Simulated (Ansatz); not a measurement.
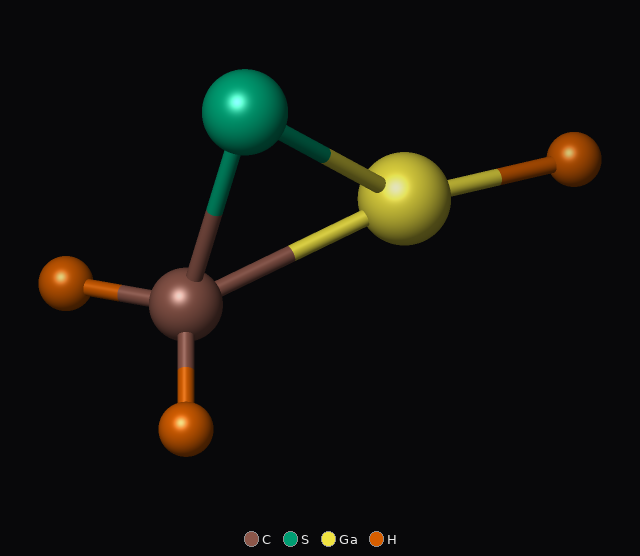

Ball-and-stick drawing of a structure.

The computed structure is the end point of a PBE0-D4/def2-TZVP optimisation.

Description:

Formula CH₃GaS. SMILES: `[CH2]1[S][GaH]1`. The point group is Cs. Coordination, clear cases only: 1 Ga T-shaped.

The parts below concern this one geometry. Atoms keep their numbers from picture to picture.

Charges

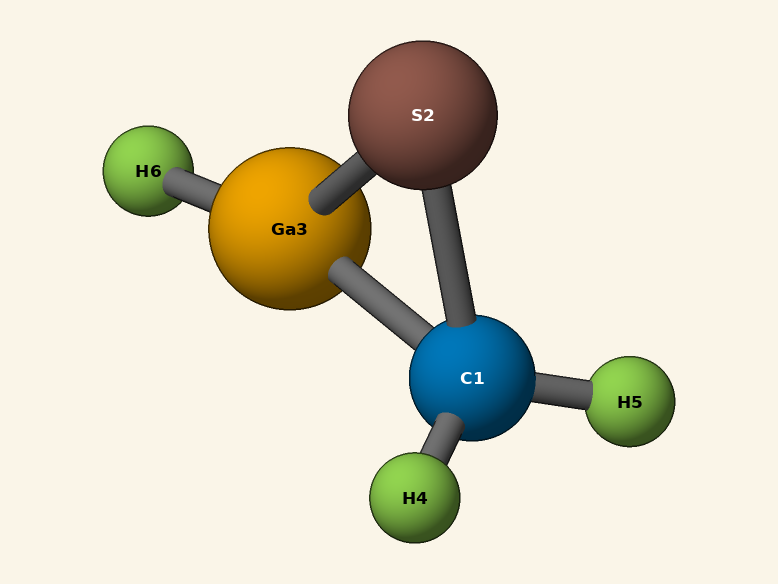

The questions are on Mulliken charges. Level of theory: RKS B3LYP-D4/def2-TZVPP (Ansatz 0.2.0).

List the Mulliken charges.

```
atom  value (e)
  C1      −0.26
  S2      −0.23
 Ga3       0.20
  H4       0.12
  H5       0.12
  H6       0.06
```

Vibrations

Harmonic vibrations computed with RKS PBE0-D4/def2-TZVP (Ansatz 0.2.0) at a stationary point of the same level.

List the wavenumbers.

Answer. 12 modes: 377, 468, 472, 517, 705, 711, 963, 990, 1420, 2099, 3120, 3204 cm⁻¹.

Levels of theory compared

Program: Ansatz 0.2.0.

Tabulate HOMO–LUMO gap (eV), dipole (D) at these levels: B3LYP-D4/def2-TZVPP; PBE-D4/def2-TZVPP; r2SCAN-D4/def2-TZVPP; ωB97M-V/def2-TZVPP.

| level | HOMO–LUMO gap (eV) | dipole (D) |
| --- | --- | --- |
| B3LYP-D4/def2-TZVPP | 4.82 | 2.48 |
| PBE-D4/def2-TZVPP | 3.48 | 2.28 |
| r2SCAN-D4/def2-TZVPP | 3.94 | 2.47 |
| ωB97M-V/def2-TZVPP | 9.05 | 2.64 |

Mulliken values depend strongly on the basis set and can even reverse the polarity of a bond.
